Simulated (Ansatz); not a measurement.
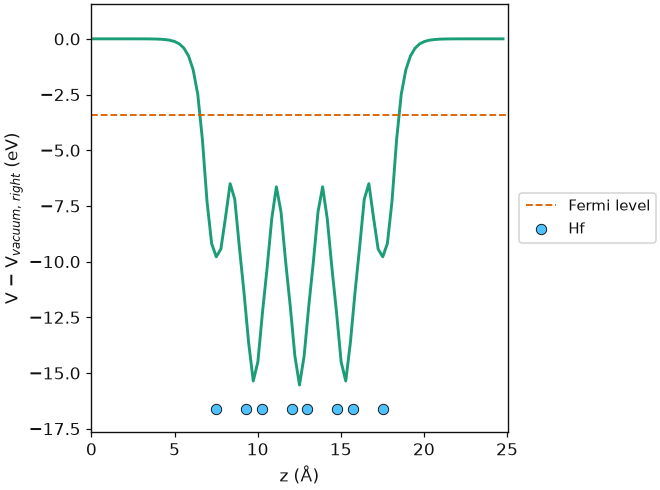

Plane-averaged electrostatic potential energy of an electron across the slab; circles at the bottom mark the heights of the atoms.

Input of the run:

```
crystal:
  lattice:
    - [3.1602335644, 0.0, 0.0]
    - [0.0, 4.9962246985, 0.0]
    - [0.0, 0.0, 25.035089345]
  atoms:
    - { symbol: Hf, position: [0.0, 0.75, 0.299579518] }
    - { symbol: Hf, position: [0.0, 0.25, 0.3724596933] }
    - { symbol: Hf, position: [0.5, 0.75, 0.4088997809] }
    - { symbol: Hf, position: [0.5, 0.25, 0.4817799562] }
    - { symbol: Hf, position: [0.0, 0.75, 0.5182200438] }
    - { symbol: Hf, position: [0.0, 0.25, 0.5911002191] }
    - { symbol: Hf, position: [0.5, 0.75, 0.6275403067] }
    - { symbol: Hf, position: [0.5, 0.25, 0.700420482] }
basis:
  ecutwfc: 420
kpoints:
  mp_grid: { grid: [11, 7, 1] }
hamiltonian:
  xc: pbesol
scf:
  occupations: { method: gaussian, width: 0.1 }
output:
  forces: true
  eigenvalues: true
  write_density: true
  write_potential: true
  elf: true
  volumetric_format: npy
efield:
  axis: 3
  dipole_correction: true
  ramp_width: 0.04
```

Command:
```bash
ansatz run input.yaml --threads 2 --pin off --max-ram 5632MiB --backend cpu --events-out ev --progress --plain --runs-dir out
```

### What is the work function?

The work function is 3.44 eV, the same on both faces. The two vacuum levels agree, so the slab has no net dipole along its normal.

### How thick are slab and vacuum?

The outermost atoms are 10.0 Å apart, which leaves 15.0 Å of vacuum in a cell 25.0 Å high.

The atoms aren't at rest in this cell (largest force 1.4 eV/Å), so the relaxed material can differ. Spin-orbit coupling is left out, which matters for Hf.
